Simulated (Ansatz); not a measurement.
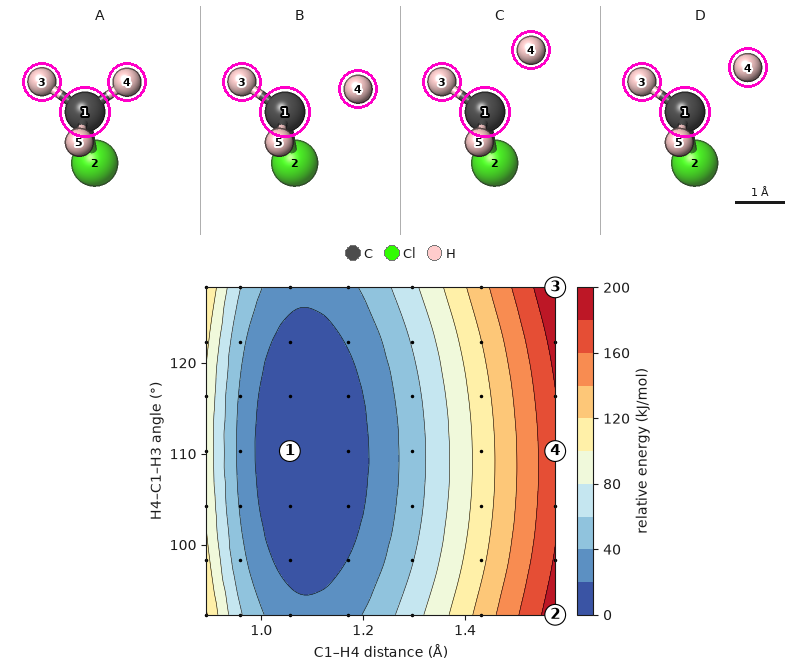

A scan of CH₃Cl: the C1–H4 distance and the H4–C1–H3 angle are varied on a grid, with the rest of the molecule carried along rigidly. The map is interpolated between the computed points (dots). The frames are shuffled; each belongs to one numbered point. A ball-and-stick model, seen onto the plane of the angle. The ringed atoms are those of the scanned coordinates.

Computed with Ansatz: PBE0-D4, basis def2-TZVPP, on geometries moved rigidly from the minimum at PBE0-D4/def2-TZVP. Energies are counted from the PBE0-D4/def2-TZVP minimum geometry at the same level.

### Which frame belongs to which numbered point?

Point 1 is frame A, at (1.056, 110.3) and 1.6 kJ/mol; 2 is frame C, at (1.577, 92.3) and 192.0 kJ/mol; 3 is frame B, at (1.577, 128.3) and 199.6 kJ/mol; 4 is frame D, at (1.577, 110.3) and 175.6 kJ/mol. In pairs of (C1–H4 distance (Å); H4–C1–H3 angle (°)): the lowest computed point lies at (1.056, 110.3) (1.6 kJ/mol), the highest at (1.577, 128.3) (199.6 kJ/mol).  Over the ranges scanned the energy rises more along the first axis, the C1–H4 distance.
